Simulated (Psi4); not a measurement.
**CAM-B3LYP/aug-cc-pVDZ run of AlH2ClO (SMILES [OH][AlH][Cl])**

What is the vertical ionisation energy of AlH2ClO at CAM-B3LYP/aug-cc-pVDZ? 

The calculation is run with Psi4 1.11.

## Step 1: The system as given

AlH2ClO has 5 atoms, charge 0, and is taken as a singlet. As SMILES, `[OH][AlH][Cl]`. The coordinates come from a PBE0-D4/def2-TZVP relaxation. This is one conformer, not always the lowest.

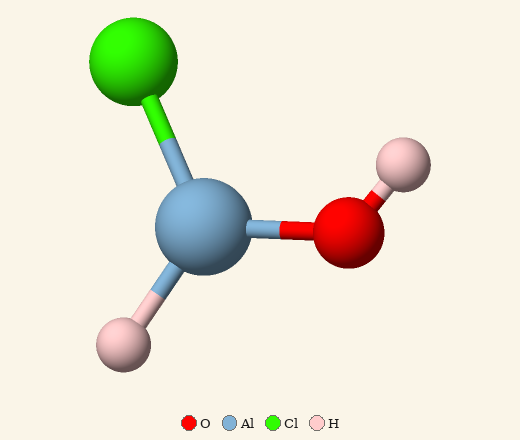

Viewed from a chosen angle; oxygen red, aluminium light blue, chlorine green, hydrogen pink.

## Step 2: Energy and gradient at CAM-B3LYP/aug-cc-pVDZ

File calc.py:

```python
import psi4

psi4.set_memory(1600000000)
psi4.set_num_threads(1)
psi4.set_output_file('run.log', False)

mol = psi4.geometry("""
0 1
O     -1.110100     0.370900    -0.514400
Al     0.431000     0.184900     0.137500
Cl     1.114900    -1.725400     0.662800
H     -1.719500    -0.349100    -0.669500
H      1.333500     1.445000     0.342200
symmetry c1
no_reorient
no_com
""")

psi4.set_options({
    'basis': 'aug-cc-pVDZ',
    'reference': 'rks',
    'puream': True,
    'e_convergence': 1e-09,
    'd_convergence': 1e-08,
    'scf_type': 'pk',
    'dft_radial_points': 99,
    'dft_spherical_points': 590,
})

e_tot, wfn = psi4.gradient("cam-b3lyp", return_wfn=True)
psi4.oeprop(wfn, "MAYER_INDICES", "DIPOLE", "QUADRUPOLE")
print('gradient / Eh bohr^-1')
print(e_tot.np.round(6))
print(f'energy = {wfn.energy():.10f} Eh')
```

Launch:

```bash
$ python calc.py
```

run.log:

```text
[...]
  Running in c1 symmetry.
[...]
  Nuclear repulsion =  129.301590769676494
[...]
  Multiplicity = 1
[...]
  Nalpha       = 20
  Nbeta        = 20
[...]
    Number of basis functions: 95
[...]
   @RKS iter   1:  -778.96191986439544   -4.83436e-01   7.94591e-03 DIIS/ADIIS
[...]
   @RKS iter  11:  -779.18487715137280   -5.68434e-12   3.79487e-09 DIIS
[...]
    Orbital Energies [Eh]
    ---------------------
    Doubly Occupied:
       1A   -101.606747     2A    -56.177103     3A    -19.225960
       4A     -9.527275     5A     -7.286868     6A     -7.283236
       7A     -7.282495     8A     -4.260277     9A     -2.816530
      10A     -2.812946    11A     -2.809666    12A     -1.076531
      13A     -0.898887    14A     -0.596553    15A     -0.491319
      16A     -0.437035    17A     -0.419790    18A     -0.408352
      19A     -0.397238    20A     -0.387474
[...]
  @RKS Final Energy:  -779.18487715137280
   => Energetics <=
    Nuclear Repulsion Energy =            129.3015907696764941
    One-Electron Energy =               -1335.0675079884695151
    Two-Electron Energy =                 469.2881066150076208
    DFT Exchange-Correlation Energy =     -42.7070665475873454
    Empirical Dispersion Energy =           0.0000000000000000
    VV10 Nonlocal Energy =                  0.0000000000000000
    Total Energy =                       -779.1848771513728025
[...]
  -Total Gradient:
     Atom            X                  Y                   Z
    ------   -----------------  -----------------  -----------------
       1        0.010470155710    -0.002649332169     0.004603441838
       2       -0.010611971122    -0.009030278802    -0.003147334822
       3       -0.002984024191     0.009142570227    -0.002399249556
       4        0.002741534870     0.001947289595     0.000866094464
       5        0.000361235081     0.000571217145     0.000070005241
[...]
 Multipole Moments:
 ------------------------------------------------------------------------------------
     Multipole            Electronic (a.u.)      Nuclear  (a.u.)        Total (a.u.)
 ------------------------------------------------------------------------------------
 L = 1.  Multiply by 2.5417464519 to convert [e a0] to [Debye]
 Dipole X            :        -29.1396050           28.8929676           -0.2466374
 Dipole Y            :         43.2141602          -43.2085879            0.0055723
 Dipole Z            :        -16.3763762           16.2754552           -0.1009210
 Magnitude           :                                                    0.2665448
 L = 2.  Multiply by 1.3450342976 to convert [e a0^2] to [Debye ang]
 Quadrupole XX       :       -159.7324776          136.1982905          -23.5341871
 Quadrupole XY       :        118.3487362         -115.8193917            2.5293445
[...]
```

The script printed:

```text
gradient / Eh bohr^-1
[[ 1.0470e-02 -2.6490e-03  4.6030e-03]
 [-1.0612e-02 -9.0300e-03 -3.1470e-03]
 [-2.9840e-03  9.1430e-03 -2.3990e-03]
 [ 2.7420e-03  1.9470e-03  8.6600e-04]
 [ 3.6100e-04  5.7100e-04  7.0000e-05]]
energy = -779.1848771514 Eh
```

Run time: 39 s. Hardware: 1 thread of Intel Xeon 6975P-C (Granite Rapids), shared host; peak memory 0.9 GiB.

## Step 3: The doublet cation: a single-point energy at UCAM-B3LYP/aug-cc-pVDZ

File job.py:

```python
import psi4

psi4.set_memory('1600 MB')
psi4.set_num_threads(1)
psi4.set_output_file('output.dat', False)

mol = psi4.geometry("""
1 2
O     -1.110100     0.370900    -0.514400
Al     0.431000     0.184900     0.137500
Cl     1.114900    -1.725400     0.662800
H     -1.719500    -0.349100    -0.669500
H      1.333500     1.445000     0.342200
units angstrom
symmetry c1
""")

options = {'reference': 'uks', 'puream': True, 'e_convergence': 1e-09, 'd_convergence': 1e-08, 'scf_type': 'pk', 'dft_radial_points': 99, 'dft_spherical_points': 590, 'maxiter': 200}
psi4.set_options(options)

e, wfn = psi4.energy('cam-b3lyp/aug-cc-pVDZ', return_wfn=True)
print(f'cam-b3lyp/aug-cc-pVDZ energy: {e:.10f} Eh')
for k, v in sorted(psi4.core.scalar_variables().items()):
    print(f'{k:45s} {v:18.10f}')
```

Launch:

```bash
$ python job.py
```

output.dat:

```text
[...]
  Running in c1 symmetry.
[...]
  Nuclear repulsion =  129.301590769676494
[...]
  Multiplicity = 2
[...]
  Nalpha       = 20
  Nbeta        = 19
[...]
    Number of basis functions: 95
[...]
   @UKS iter   1:  -778.53403914128990   -5.55552e-02   7.73032e-03 DIIS/ADIIS
[...]
   @UKS iter  19:  -778.75364308217740   -5.57066e-12   5.47794e-09 DIIS
[...]
   @S^2 Observed:                7.621724164E-01
[...]
    Orbital Energies [Eh]
    ---------------------
    Alpha Occupied:
       1A   -101.928048     2A    -56.427408     3A    -19.455678
       4A     -9.844946     5A     -7.612443     6A     -7.600551
       7A     -7.596509     8A     -4.509283     9A     -3.064492
      10A     -3.062567    11A     -3.059326    12A     -1.301101
      13A     -1.204520    14A     -0.819923    15A     -0.758747
      16A     -0.722348    17A     -0.684738    18A     -0.671503
      19A     -0.654063    20A     -0.628974
    Alpha Virtual:
      21A     -0.206755    22A     -0.195153    23A     -0.140617
      24A     -0.115443    25A     -0.095490    26A     -0.081280
[...]
  @UKS Final Energy:  -778.75364308217740
   => Energetics <=
    Nuclear Repulsion Energy =            129.3015907696764941
    One-Electron Energy =               -1324.4356745029804188
    Two-Electron Energy =                 458.8791654332615622
    DFT Exchange-Correlation Energy =     -42.4987247821350635
    Empirical Dispersion Energy =           0.0000000000000000
    VV10 Nonlocal Energy =                  0.0000000000000000
    Total Energy =                       -778.7536430821774047
[...]
 Multipole Moments:
 ------------------------------------------------------------------------------------
     Multipole            Electronic (a.u.)      Nuclear  (a.u.)        Total (a.u.)
 ------------------------------------------------------------------------------------
 L = 1.  Multiply by 2.5417464519 to convert [e a0] to [Debye]
 Dipole X            :          2.0703575           -1.8025124            0.2678451
 Dipole Y            :         -2.3675909            2.4594517            0.0918609
 Dipole Z            :          1.1495178           -1.0520314            0.0974864
 Magnitude           :                                                    0.2994712
[...]
```

The script printed:

```text
cam-b3lyp/aug-cc-pVDZ energy: -778.7536430822 Eh
CURRENT ENERGY                                   -778.7536430822
CURRENT REFERENCE ENERGY                         -778.7536430822
DD SOLVATION ENERGY                                 0.0000000000
DFT FUNCTIONAL TOTAL ENERGY                      -778.7536430822
DFT TOTAL ENERGY                                 -778.7536430822
DFT VV10 ENERGY                                     0.0000000000
DFT XC ENERGY                                     -42.4987247821
GRID ELECTRONS ALPHA                               19.9999989338
GRID ELECTRONS BETA                                18.9999992007
GRID ELECTRONS TOTAL                               38.9999981344
NUCLEAR REPULSION ENERGY                          129.3015907697
ONE-ELECTRON ENERGY                             -1324.4356745030
PCM POLARIZATION ENERGY                             0.0000000000
PE ENERGY                                           0.0000000000
SCF ITERATION ENERGY                             -778.7536430822
SCF ITERATIONS                                     19.0000000000
SCF TOTAL ENERGY                                 -778.7536430822
TWO-ELECTRON ENERGY                               458.8791654333
XC GRID RADIAL POINTS                              99.0000000000
XC GRID SPHERICAL POINTS                          590.0000000000
XC GRID TOTAL POINTS                           283997.0000000000
```

Run time: 34 s. Hardware: 1 thread of Intel Xeon 6975P-C (Granite Rapids), shared host; peak memory 0.9 GiB.

## Step 4: What came out

Level: CAM-B3LYP/aug-cc-pVDZ.

| quantity | value |
| --- | --- |
| singlet AlH2ClO: total energy | -779.18488 Eh |
| singlet AlH2ClO: dipole moment | 0.68 D |
| singlet AlH2ClO: HOMO energy | -10.54 eV |
| singlet AlH2ClO: LUMO energy | -0.10 eV |
| singlet AlH2ClO: HOMO–LUMO gap | 10.44 eV |
| singlet AlH2ClO: largest force on an atom | 0.735 eV/Å |
| doublet cation: total energy | -778.75364 Eh |
| doublet cation: HOMO energy (highest over α and β) | -16.94 eV |
| doublet cation: LUMO energy (lowest over α and β) | -12.93 eV |
| doublet cation: ⟨S²⟩ | 0.762 |
| vertical ionisation energy (to the doublet cation) | 11.734 eV |

The vertical ionisation energy comes to 11.73 eV (1132 kJ/mol). The largest force (singlet AlH2ClO) is 0.73 eV/Å: the shape isn't a stationary point for this species at this level. The negative HOMO energy of the first species, 10.54 eV, lies 1.19 eV below that difference.
